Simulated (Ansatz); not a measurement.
## Response to strain in hypothetical cubic perovskite RbSrBr3

Base system: RbSrBr3 in the cubic perovskite structure (space group Pm-3m, No. 221; a = 5.9462 Å; a hypothetical phase, not in the database extracts checked). Axes: x, y, z lie along the cube axes.

Strains are applied to the cell and any free atomic positions relax.

Computed with DFT with r2SCAN, PAW potentials and a 500 eV plane-wave cutoff in Ansatz (a quantum-chemistry and plane-wave program), spin-orbit coupling left out.

Notes on the quantities. pressure: mean of the normal stresses, compression positive.

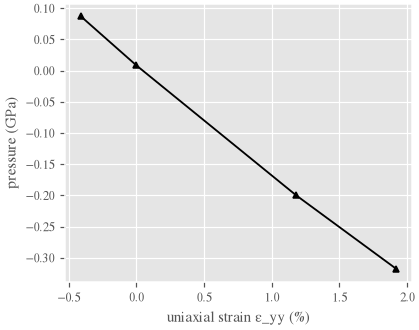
Figure: Pressure against uniaxial strain ε_yy

```json
[
 {"uniaxial strain ε_yy (%)": "-0.41", "pressure": "0.09 GPa"},
 {"uniaxial strain ε_yy (%)": "1.18", "pressure": "-0.20 GPa"},
 {"uniaxial strain ε_yy (%)": "1.92", "pressure": "-0.32 GPa"}
]
```

Whether these cells are dynamically stable was not tested. Many cubic perovskites are stable only at high temperature; tilts and polar distortions were not tested.
